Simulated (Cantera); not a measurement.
Charge: 1 mol MgO, 1.4 mol Cl₂, 0.83 mol N₂, at 2400 Pa.

Method: chemical equilibrium by Gibbs-energy minimisation in Cantera with the NASA 1993 tables (ideal gas, pure condensed phases). Candidate condensed phases: Mg, MgCl₂, MgO; 18 gas species. Rates play no part.

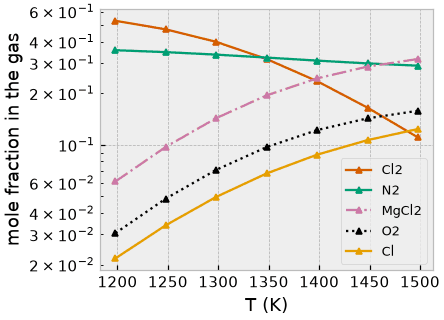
Figure: Equilibrium gas composition (values under 1e-9 drawn at 1e-9)

From 1198 K to 1498 K the condensed part is MgO(s). The main Mg-bearing gas is MgCl₂ throughout. The share of Mg in condensed phases is highest at 1198 K (85.8 %) and lowest at 1498 K (9.3 %).
